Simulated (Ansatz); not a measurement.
# CAM-B3LYP/6-31G(d) (spherical functions) run of CH6BNO2 (SMILES COB(N)O)

Aim: the energy change on altering one bond length of CH6BNO2 at CAM-B3LYP/6-31G* (spherical functions), from 2 runs. 

The results are computed with Ansatz 0.2.0.

131 further runs of the same task are left out: 1 that didn't finish, 130 set aside as unsound or not needed.

### 1 The structure to begin with

CH6BNO2: 11 atoms, total charge 0, spin state singlet. As SMILES, `COB(N)O`. The coordinates come from a PBE0-D4/def2-TZVP relaxation. This is one conformer, not always the lowest.

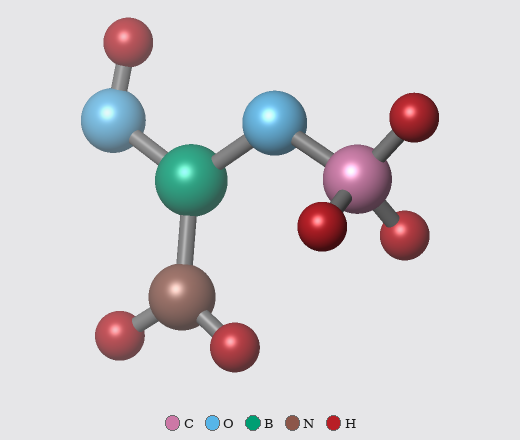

The structure, seen from a chosen angle (carbon pink, oxygen blue, boron teal, nitrogen brown, hydrogen red).

### 2 A single-point energy at CAM-B3LYP/6-31G(d) (spherical functions)

in.yaml

```yaml
crystal:
  periodic: [false, false, false]
  atoms:
    - {symbol: C, position_ang: [0.713500, 0.851600, 1.129700]}
    - {symbol: O, position_ang: [-0.446700, 0.102500, 0.878500]}
    - {symbol: B, position_ang: [-0.644000, -0.506700, -0.338400]}
    - {symbol: N, position_ang: [0.275800, -0.431900, -1.403700]}
    - {symbol: O, position_ang: [-1.801000, -1.223100, -0.514800]}
    - {symbol: H, position_ang: [0.801300, 1.701800, 0.443100]}
    - {symbol: H, position_ang: [0.654400, 1.238600, 2.147600]}
    - {symbol: H, position_ang: [1.616900, 0.236000, 1.047600]}
    - {symbol: H, position_ang: [1.144100, 0.066300, -1.366900]}
    - {symbol: H, position_ang: [0.095200, -0.890900, -2.277500]}
    - {symbol: H, position_ang: [-2.344100, -1.201100, 0.275400]}
basis:
  gaussian:
    orbitals: 6-31G_st_-spherical.json
hamiltonian:
  xc: {name: CAM-B3LYP}
accuracy: high
output:
  orbitals: {seedname: orbitals}
```

The basis set 6-31G* is read from a file made from the Basis Set Exchange's data (not shown).

On the command line:

```sh
$ ansatz run in.yaml --threads 1 --pin off --max-ram 3480MiB --events-out events.jsonl --progress --plain --runs-dir runs
```

Standard output:

```text
Warning: RAYON_NUM_THREADS=1 ignored (pool sized by the plan → 1); use --threads N
Functional definition: CAM-B3LYP
  name "CAM-B3LYP"
  parameter alpha = 0.19
  parameter beta = 0.46
  parameter omega = 0.33/bohr
  parameter ac = 0.81
  exchange = (1 - alpha - beta)*b88_x + beta*b88_x_sr(omega) + alpha*exact_x + beta*exact_x_lr(omega)
  correlation = (1 - ac)*vwn5_c + ac*lyp_c
1994 factors; integrals over basis functions are off by at most 3.4e-9 eV
405 factors; integrals over basis functions are off by at most 2.4e-9 eV
mean field evaluation 1: about -7387.5841 eV, gradient 6.4e1 eV
mean field evaluation 2: about -7387.3930 eV, gradient 6.7e1 eV
mean field evaluation 4: about -7395.1350 eV, gradient 1.8e0 eV
mean field evaluation 8: about -7395.3722 eV, gradient 1.1e-1 eV
mean field evaluation 16: about -7395.3723 eV, gradient 4.2e-5 eV
mean field -7395.37227310 eV, -271.7749182730 hartree, gradient 7.7e-8 eV, S^2 0.000000; 0 other end points of the search recorded, 0 dependent functions left out
reference -7395.37229024 eV, -271.7749189028 hartree; 20, 20 occupied and 62, 62 virtual orbitals, 1994 factors
Total energy: -7395.37229024 eV, -271.7749189028 hartree
```

It took 8.1 s on 1 thread of Arm Neoverse V1, shared host; peak memory 0.3 GiB.

### 3 The distorted shape

input.yaml

```yaml
crystal:
  periodic: [false, false, false]
  atoms:
    - {symbol: C, position_ang: [-0.022358, 0.791759, 1.981960]}
    - {symbol: O, position_ang: [-1.182558, 0.042659, 1.730760]}
    - {symbol: B, position_ang: [-1.379858, -0.566541, 0.513860]}
    - {symbol: "N", position_ang: [0.275800, -0.431900, -1.403700]}
    - {symbol: O, position_ang: [-2.536858, -1.282941, 0.337460]}
    - {symbol: H, position_ang: [0.065442, 1.641959, 1.295360]}
    - {symbol: H, position_ang: [-0.081458, 1.178759, 2.999860]}
    - {symbol: H, position_ang: [0.881042, 0.176159, 1.899860]}
    - {symbol: H, position_ang: [1.144100, 0.066300, -1.366900]}
    - {symbol: H, position_ang: [0.095200, -0.890900, -2.277500]}
    - {symbol: H, position_ang: [-3.079958, -1.260941, 1.127660]}
basis:
  gaussian:
    orbitals: 6-31G_st_-spherical.json
hamiltonian:
  xc: {name: CAM-B3LYP}
accuracy: high
output:
  orbitals: {seedname: orbitals}
```

The basis set 6-31G* is read from a file made from the Basis Set Exchange's data (not shown).

On the command line:

```sh
$ ansatz run input.yaml --threads 1 --pin off --max-ram 3480MiB --events-out events.jsonl --progress --plain --runs-dir runs
```

Standard output, cut to the lines that bear on the results:

```text
Warning: RAYON_NUM_THREADS=1 ignored (pool sized by the plan → 1); use --threads N
[... 8 set-up lines as earlier in the session ...]
1946 factors; integrals over basis functions are off by at most 3.4e-9 eV
438 factors; integrals over basis functions are off by at most 2.3e-9 eV
mean field evaluation 1: about -7377.9572 eV, gradient 7.4e1 eV
mean field evaluation 2: about -7320.7540 eV, gradient 1.4e2 eV
mean field evaluation 4: about -7389.2351 eV, gradient 9.6e0 eV
mean field evaluation 8: about -7389.7165 eV, gradient 1.7e0 eV
mean field evaluation 16: about -7389.7261 eV, gradient 1.1e-3 eV
mean field -7389.72605531 eV, -271.5674235964 hartree, gradient 9.2e-8 eV, S^2 0.000000; 0 other end points of the search recorded, 0 dependent functions left out
reference -7389.72607339 eV, -271.5674242607 hartree; 20, 20 occupied and 62, 62 virtual orbitals, 1946 factors
Total energy: -7389.72607339 eV, -271.5674242607 hartree
```

Wall time 8.7 s (1 thread of Arm Neoverse V1, shared host); peak memory 0.3 GiB.

### 4 Summary of results

At CAM-B3LYP/6-31G* (spherical functions):

| quantity | value |
| --- | --- |
| first shape: total energy | -271.77492 Eh |
| first shape: HOMO energy | -8.52 eV |
| first shape: LUMO energy | 3.52 eV |
| first shape: HOMO–LUMO gap | 12.04 eV |
| distorted shape: total energy | -271.56742 Eh |
| distorted shape: HOMO energy | -6.11 eV |
| distorted shape: LUMO energy | -0.36 eV |
| distorted shape: HOMO–LUMO gap | 5.75 eV |
| energy change with the B3–N4 bond stretched from 1.409 to 2.537 Å | 5.646 eV |

In words: With the B3–N4 bond stretched from 1.409 to 2.537 Å the energy rises by 5.65 eV (130 kcal/mol). The first shape isn't relaxed at this level, so the change isn't measured from a minimum.
